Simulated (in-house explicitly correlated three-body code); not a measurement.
Two electrons around a point charge Z = 10.2. Computed variationally in 260 exponentially correlated functions with an in-house code, non-relativistic, converged to about 10⁻⁸ of the energy. Wanted, and plotted below: the bound S and P states that converged, by term and principal number n, on a logarithmic scale of binding.

The ground state is bound by 1246 eV. The n = 2 states drawn run, from the deepest, 2 ³S (303.0 eV), 2 ³P (293.3 eV), 2 ¹S (292.6 eV), 2 ¹P (286.0 eV). Exchange puts 2 ³S below 2 ¹S by 10.4 eV and 2 ³P below 2 ¹P by 7.31 eV. Quantum defects n − (Z − 1)/√(2 E(binding)): 2 ³S 0.051, 2 ³P 0.018, 2 ¹S 0.016, 2 ¹P −0.007.

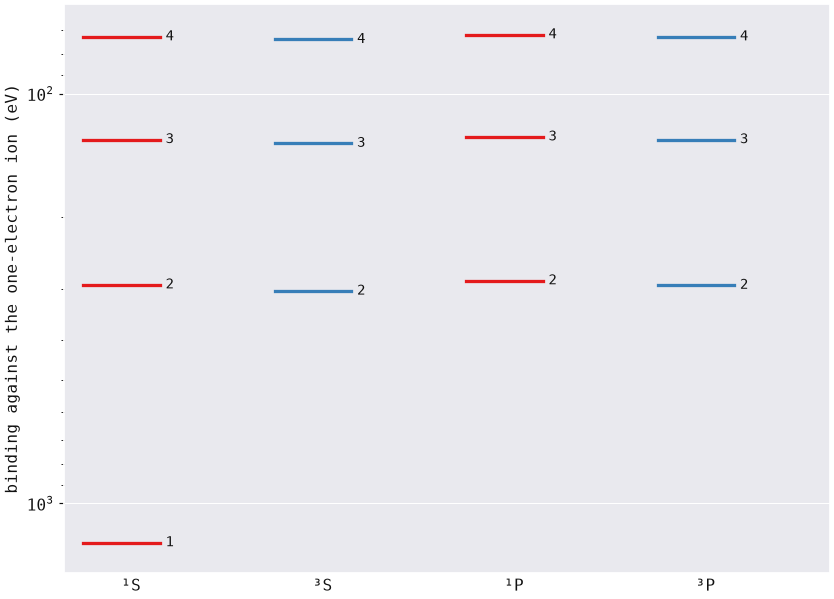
